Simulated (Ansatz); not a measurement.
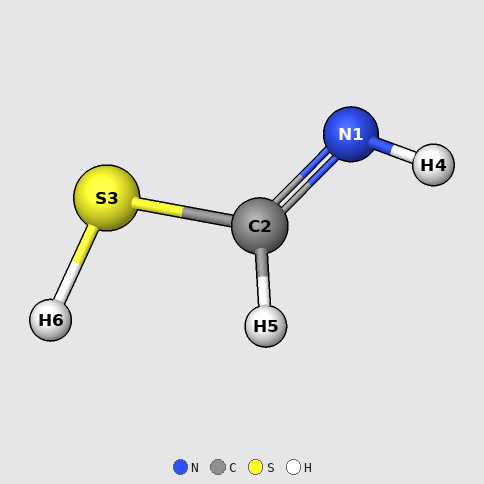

Harmonic vibrations computed with RKS PBE0-D4/def2-TZVP (Ansatz 0.2.0) at a stationary point of the same level.

Question: How many imaginary frequencies does it have?

Answer: A minimum: no imaginary frequency, and the lowest mode lies at 284 cm⁻¹.

Question: How many vibrational modes are there, and where do they lie?

Answer: 12 modes: 284, 415, 731, 748, 970, 1059, 1179, 1377, 1692, 2722, 3064, 3513 cm⁻¹.
